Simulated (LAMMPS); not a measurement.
Simulation of Ni (fcc), 864 atoms, at 1560 K and 0 GPa, heated as the crystal.

Model: classical MD, pair style meam, file MoCoNiVFeAlCr_2nn.meam; code LAMMPS.

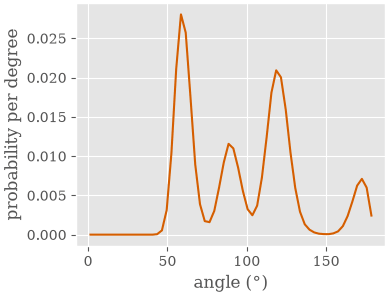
Probability per degree against angle (°)

The data show:
- state found: crystal; no diffusion seen in 30 ps
- most common Ni-Ni-Ni angle: in the 3° bin centred on 58.5° (mean of all 97°)
